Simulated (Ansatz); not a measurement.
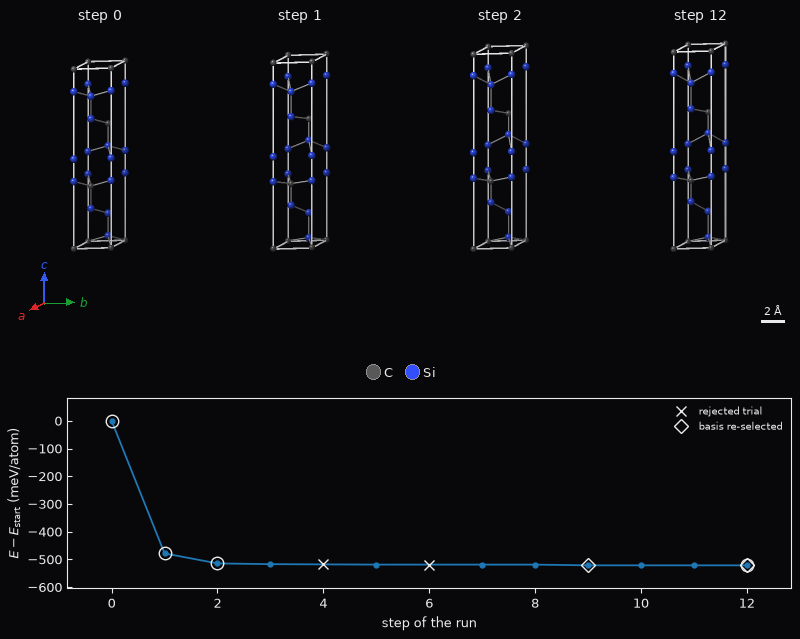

Frames of a relaxation of solid Si3C (a generated structure, set up in R3m), marked on the history of the run. The picture is a ball-and-stick view of the conventional cell (3 times the calculation's cell), seen slightly off an axis. Lengths and directions refer to the drawn axes.

These are results of DFT, PBE, plane waves, PAW in Ansatz 0.2.0, not measurements. Set-up: plane-wave cutoff 420 eV; k-point mesh 8 × 8 × 8; occupations fermi dirac; smearing width 0.02 eV; no spin polarisation; cell and atoms relaxed; force threshold 0.005 eV/Å.

What happens along the run?

Over 8 accepted moves (12 points after the start) the energy falls by 521 meV per atom. Largest force component: 6.6 eV/Å at the start, 0.0035 eV/Å at the end. Pressure: 33.60 GPa at the start and 0.00 GPa at the end. The line search rejected the trial steps at points 4, 6 of the run. At 2 points the geometry stayed and the basis and grid were re-selected for the new cell (energy shift of 2.6 meV per atom at most each time). The largest move relative to the cell is that of a Si atom, 0.31 Å along +c. Largest moves by element: Si 0.31 Å, C 0.01 Å. Cell: a = b 3.339 → 3.362 Å (+0.7 %), c 16.360 → 17.922 Å (+9.5 %). Volume +11.0 %. Near-neighbour distances that change, for instance: Si–Si 2.045 → 2.354 Å, Si–Si 2.045 → 2.255 Å, C–Si 2.045 → 1.917 Å, C–Si 2.045 → 2.019 Å. Bond angles that change, for instance: Si–Si–Si 109.5° → 96.4°, Si–Si–Si 109.5° → 120.6°, C–Si–Si 109.5° → 120.6°. The space group stays R3m (No. 160). From step 0 to 1: Si atoms move most (0.20 Å), volume +11.2 %, energy −478 meV per atom. From step 1 to 2: a Si atom moves most (0.08 Å), volume +2.0 %, energy −36.1 meV per atom. From step 2 to 12: a Si atom moves most (0.02 Å), volume −2.1 %, energy −7.0 meV per atom.

```tsv
step	E − E(0), meV/atom	largest force component, eV/Å	pressure, GPa	volume, Å³/atom	note
0	0.00	6.5778	33.60	13.167	
1	-478.11	1.2751	3.76	14.638	
2	-514.23	0.2892	-1.61	14.926	
3	-516.92	0.0302	-0.54	14.753	
4	-516.75	0.3983	0.91	14.452	rejected
5	-518.50	0.0809	-0.16	14.624	
6	-518.42	0.1278	0.01	14.580	rejected
7	-518.58	0.0061	-0.04	14.601	
8	-518.59	0.0020	-0.01	14.597	
9	-521.20	0.0055	0.22	14.597	same geometry, new basis
10	-521.18	0.0186	-0.14	14.633	
11	-521.21	0.0035	0.00	14.617	
12	-521.23	0.0035	0.00	14.617	same geometry, new basis
```
